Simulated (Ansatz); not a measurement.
# Calculations on C3H7NO

**1. Relaxation**

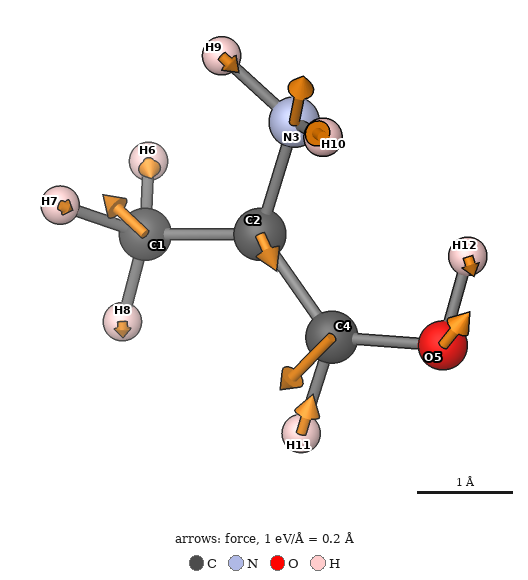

Starting geometry of C₃H₇NO with the computed forces as orange arrows. A ball-and-stick model, seen at a tilt.

The run prepares an end point of a later path (inversion) calculation, from a guessed geometry.

These are results of RKS BHLYP-D4/6-31G* in Ansatz, not measurements.

Input file:
```yaml
crystal:
  periodic: [false, false, false]
  atoms:
    - { symbol: C, position_ang: [-1.2989, 0.6674, 0.015] }
    - { symbol: C, position_ang: [-0.0148, 0.0184, -0.0454] }
    - { symbol: "N", position_ang: [1.0813, 0.8178, -0.2302] }
    - { symbol: C, position_ang: [0.15, -1.2995, 0.0814] }
    - { symbol: O, position_ang: [1.2576, -2.0021, -0.0618] }
    - { symbol: H, position_ang: [-1.5223, 1.2792, -0.9282] }
    - { symbol: H, position_ang: [-1.3521, 1.4231, 0.8414] }
    - { symbol: H, position_ang: [-2.135, 0.0222, 0.1264] }
    - { symbol: H, position_ang: [0.914, 1.8215, -0.0285] }
    - { symbol: H, position_ang: [1.8725, 0.5331, 0.4294] }
    - { symbol: H, position_ang: [-0.7671, -1.9777, 0.2834] }
    - { symbol: H, position_ang: [1.8918, -1.3586, -0.449] }
basis:
  gaussian: { orbitals: "6-31G*" }
hamiltonian:
  xc: { name: BHLYP }
  dispersion: d4
relax:
  f_tol: 0.015
  max_steps: 40
```

Launched with:
```bash
ansatz run input.yaml --threads 1 --pin off --max-ram 2048MiB --backend cpu --events-out ev --progress --plain --runs-dir out
```

Is this structure relaxed? If not, where do the atoms go?

Answer. It isn't relaxed: the largest force vector, on C4, is 4.81 eV/Å. The final displacements have little in common with the starting forces (cosine between the two patterns 0.22). After 13 accepted moves (15 points after the start) the energy has fallen by 15.5 kcal/mol. Largest force component: 4.7 eV/Å at the start, 0.0023 eV/Å at the end. The line search rejected the trial steps at points 6, 11 of the run. H9 moves most after the best rigid fit: 1.03 Å. Largest moves by element: H 1.03 Å, N 0.26 Å, C 0.17 Å, O 0.12 Å. Near-neighbour distances that change, for instance: C4–H11 1.158 → 1.077 Å, C2–N3 1.369 → 1.435 Å, N3–H10 1.069 → 1.010 Å, C1–H6 1.146 → 1.091 Å. Bond angles that change, for instance: C2–C4–O5 128.3° → 123.6°, C2–C1–H8 115.6° → 111.3°, N3–C2–C4 119.4° → 115.7°. Groups turn about C2–N3 by about 75°.

**2. Relaxation**

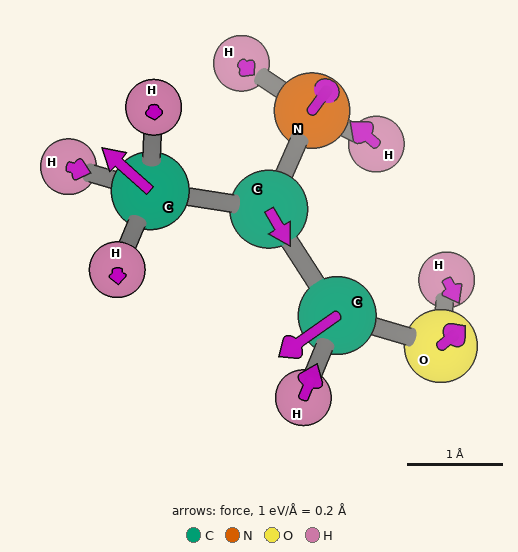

Starting geometry of C3H7NO with the computed forces as purple arrows. The picture is a ball-and-stick view, seen at a tilt.

The run prepares an end point of a later path (inversion) calculation, from a guessed geometry.

The calculation used Ansatz 0.2.0, RKS BHLYP-D4/6-31G*. (no spin polarisation; force threshold 0.015 eV/Å; at most 40 steps)

Is this structure relaxed? If not, where do the atoms go?

It isn't relaxed: the largest force vector, on a C atom, is 4.92 eV/Å. The final displacements have little in common with the starting forces (cosine between the two patterns 0.24). After 27 accepted moves (29 points after the start) the energy has fallen by 0.860 eV. Largest force component: 4.8 eV/Å at the start, 0.0041 eV/Å at the end. The line search rejected the trial steps at points 6, 17 of the run. An H atom moves most after the best rigid fit: 1.32 Å. Largest moves by element: H 1.32 Å, N 0.38 Å, C 0.14 Å, O 0.11 Å. Some distances before and after: C–H 1.158 → 1.077 Å, C–N 1.369 → 1.435 Å, H–N 1.069 → 1.010 Å, C–H 1.146 → 1.091 Å. Bond angles that change, for instance: C–C–O 128.3° → 123.6°, C–C–H 115.6° → 111.4°, N–C–C 119.4° → 115.7°. Groups turn about C–N by about 100°.

**3. Path**

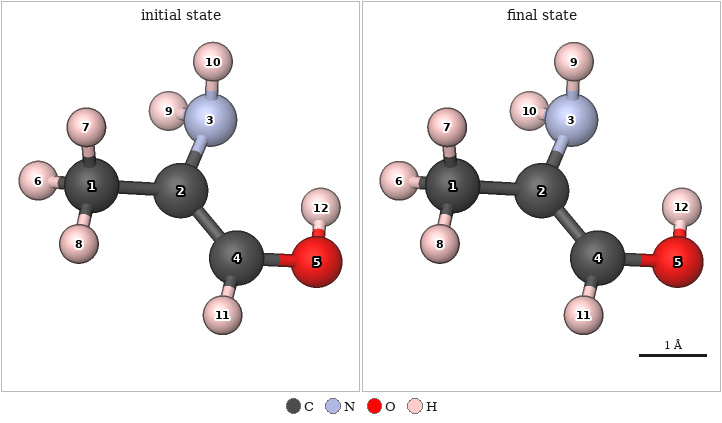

The two relaxed end points of a path for C3H7NO. The picture is a ball-and-stick view, seen at a tilt.

Computed with RKS BHLYP-D4/6-31G* in Ansatz.

Set-up: 7 movable images; climbing image; force threshold 0.05 eV/Å; iteration limit 47.

Start:
```xyz
12

C    -1.2999    0.7087    0.1528
C    -0.0125   -0.0328    0.0029
N     1.2303    0.6817   -0.0663
C     0.0788   -1.3562   -0.0747
O     1.2418   -2.0141   -0.2092
H    -1.4643    1.3978   -0.6772
H    -1.3143    1.3054    1.0663
H    -2.1467    0.0279    0.1896
H     1.2419    1.3213   -0.8477
H     1.3801    1.2371    0.7638
H    -0.7753   -2.0109   -0.0360
H     1.9169   -1.3210   -0.2304
```

End:
```xyz
12

C    -1.2999    0.7087    0.1528
C    -0.0126   -0.0332    0.0031
N     1.2300    0.6815   -0.0662
C     0.0788   -1.3565   -0.0749
O     1.2421   -2.0138   -0.2099
H    -1.4639    1.3971   -0.6778
H    -1.3135    1.3064    1.0657
H    -2.1470    0.0283    0.1905
H     1.3806    1.2355    0.7645
H     1.2408    1.3224   -0.8465
H    -0.7752   -2.0114   -0.0359
H     1.9167   -1.3202   -0.2316
```

> What barrier does the band find between them, and by what path?

The two ends have the same energy, and the highest point, image 4, lies 5.75 kcal/mol above the start. The motion is an umbrella inversion at N3. No bond forms or breaks between the ends. Bond angles that change up to the highest image, for instance: N3–C2–C4 115.7° → 125.2°, C1–C2–N3 120.3° → 113.7°. The band converged in 13 iterations. The largest component of the band force went from 89 to 0.047 eV/Å. The climbing image converged on the top of the path. Its vibrational analysis gives one imaginary mode (303i cm⁻¹), as a transition state must have.

Energies of the converged images:

```csv
image,path (Å),E (kcal/mol)
0,0.00,0.00
1,0.65,0.96
2,1.31,2.59
3,1.96,3.85
4,2.61,5.75
5,3.29,4.81
6,3.97,2.86
7,4.65,1.06
8,5.33,0.00
```

The geometry at the top of the path:

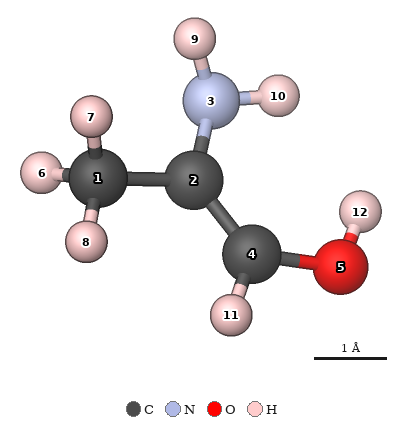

The run took 6.8 min on 1 thread of Arm Neoverse V1 (shared host), peak memory 0.19 GiB.
